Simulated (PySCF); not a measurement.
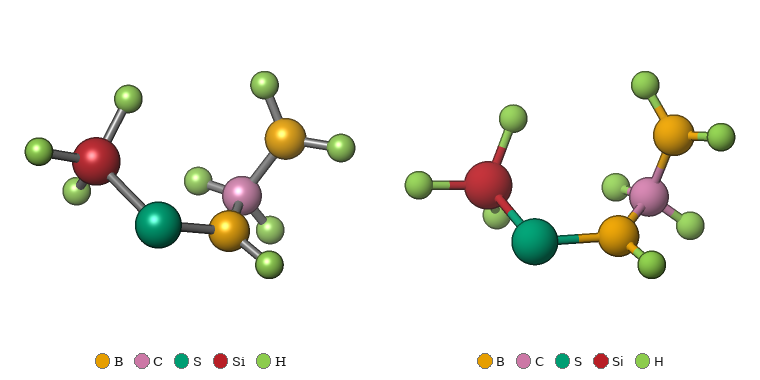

Both panels show the same species.

The computed structure is the end point of a PBE0-D3(BJ)/def2-SVP optimisation. No frequency run is at hand to confirm it as a minimum.

Which formula does it have?

Answer. CH8B2SSi, 13 atoms: 1 carbon, 8 hydrogen, 2 boron, 1 sulfur and 1 silicon.

Name functional groups in it.

Answer. Among them: Si–H bond, B–H bond.

Count the bonded pairs by element.

Answer. 3 B–H, 3 Si–H, 2 C–B, 2 C–H, 1 B–S, 1 S–Si.

What is its SMILES?

Answer. BCBS[SiH3]

Describe its rings.

Answer. It has no ring.

More results for the same structure follow; atom numbers are the same in all pictures, views and colours differ.

Shape

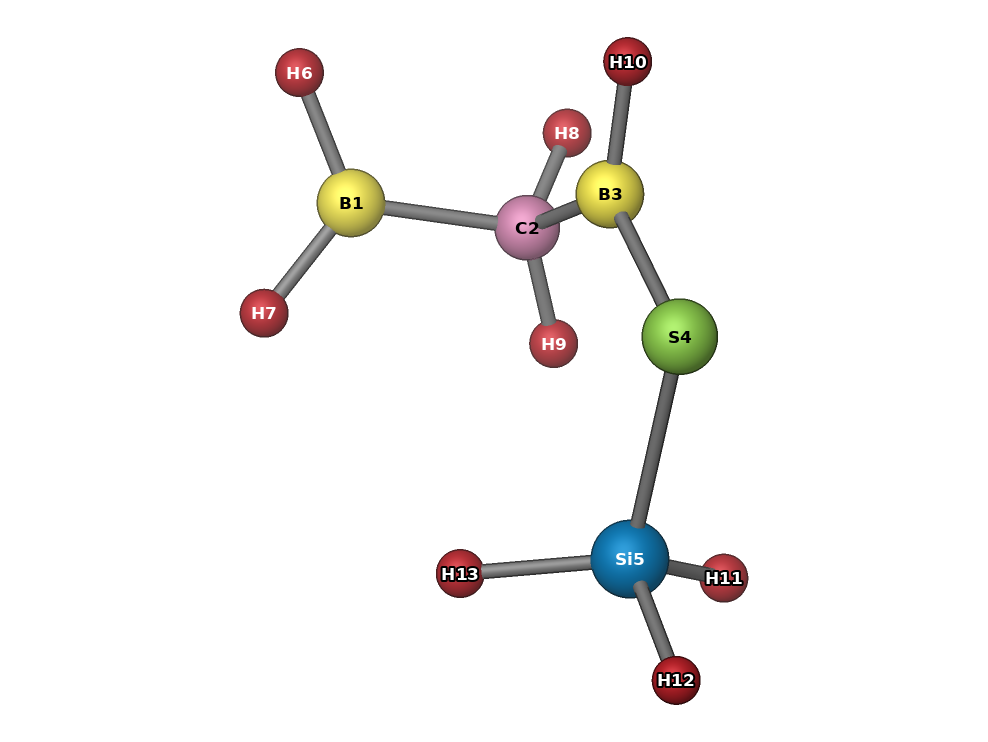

Atoms carry their numbers in the input. No frequency run is at hand to confirm it as a minimum.

List the bonds and their lengths.

```
   bond  length (Å)   order
  B1–C2       1.555  single
  B1–H6       1.210  single
  B1–H7       1.210  single
  C2–B3       1.570  single
  C2–H8       1.105  single
  C2–H9       1.100  single
  B3–S4       1.795  single
 B3–H10       1.208  single
 S4–Si5       2.167  single
Si5–H11       1.492  single
Si5–H12       1.490  single
Si5–H13       1.491  single
```

Charges

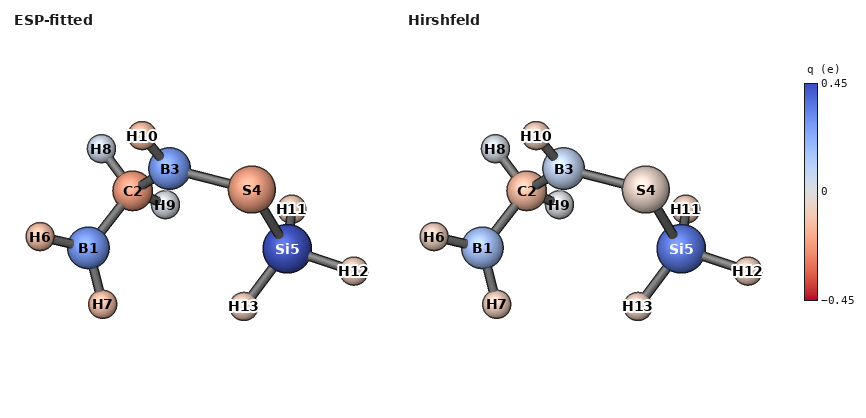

Atomic charges of one calculation by 2 schemes, on one colour scale. No frequency run is at hand to confirm it as a minimum. Level of theory: PBE0/STO-3G (PySCF 2.14.0).

Which scheme gives the most polar picture (largest mean size of the charges)?

Answer. The ESP-fitted charges are the largest in size here.

On which atom do the schemes disagree most?

Answer. On B3 (from 0.08 to 0.27 e).

List the charges (e), one line for each set of equivalent atoms.

```tsv
atom	ESP-fitted	Hirshfeld
B1	0.28	0.16
C2	−0.21	−0.14
B3	0.27	0.08
S4	−0.20	−0.05
Si5	0.43	0.35
H6	−0.13	−0.07
H7	−0.12	−0.08
H8	0.04	0.03
H9	0.02	0.01
H10	−0.14	−0.08
H11	−0.08	−0.07
H12	−0.08	−0.07
H13	−0.08	−0.07
```

Electronic properties

No frequency run is at hand to confirm it as a minimum. Properties computed with ωB97X-D/pcSseg-1, gas phase (PySCF 2.14.0).

What is the HOMO–LUMO gap?

Answer. 9.68 eV.

Estimate the dipole moment.

Answer. 1.70 D.

What is the HOMO energy (Kohn–Sham orbital)?

Answer. −9.91 eV.

NMR shielding

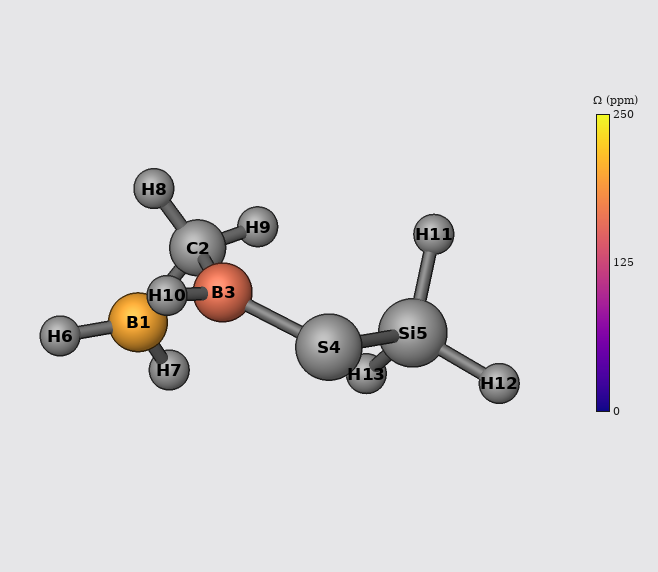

The B atoms are coloured by the span of their shielding tensor. No frequency run is at hand to confirm it as a minimum. Properties computed with GIAO LC-wPBE/pcSseg-1 NMR shielding, non-relativistic, gas phase (PySCF 2.14.0). Principal shieldings σ11 ≤ σ22 ≤ σ33, span Ω = σ33 − σ11, skew κ = 3(σiso − σ22)/Ω.

Which B atom has the most anisotropic shielding?

Answer. B1, with a span of 202 ppm.

Give the shielding tensors of the B atoms.

```json
{"atom": "B1", "σ11": "−65.4", "σ22": "−33.9", "σ33": "136.9", "σiso": "12.5", "Ω": "202.3", "κ": "0.69"}
{"atom": "B3", "σ11": "−38.9", "σ22": "−5.9", "σ33": "125.1", "σiso": "26.7", "Ω": "163.9", "κ": "0.60"}
```

Shieldings and span in ppm.
